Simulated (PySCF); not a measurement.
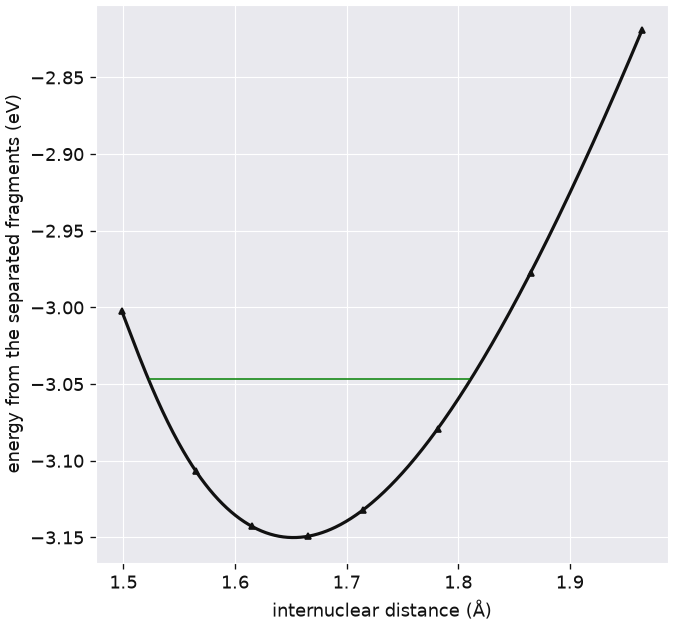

Bond curve of AlH, singlet. CCSD(T)/def2-TZVPPD, PySCF, RHF. One reference determinant with the occupation held, the lowest that a PBE0 search over spins and occupations found; no spin-orbit coupling. Zero is the separated fragments in their ground configurations, without counterpoise. Horizontal lines: vibrational levels from ωe and ωexe, starting at v = 0.

**What constants does a Dunham fit to the curve give (main isotopes)?**

re = 1.652 Å, ωe = 1678 cm⁻¹, ωexe = 26.8 cm⁻¹, De = 3.15 eV, Be = 6.36 cm⁻¹.

**How stiff is the bond?**

The force constant is 1.61 mdyn/Å, which gives ωe = 1678 cm⁻¹.

**Give the computed points.**

| r (Å) | E (eV) |
| --- | --- |
| 1.499 | −3.00 |
| 1.565 | −3.11 |
| 1.615 | −3.14 |
| 1.665 | −3.15 |
| 1.715 | −3.13 |
| 1.782 | −3.08 |
| 1.865 | −2.98 |
| 1.965 | −2.82 |
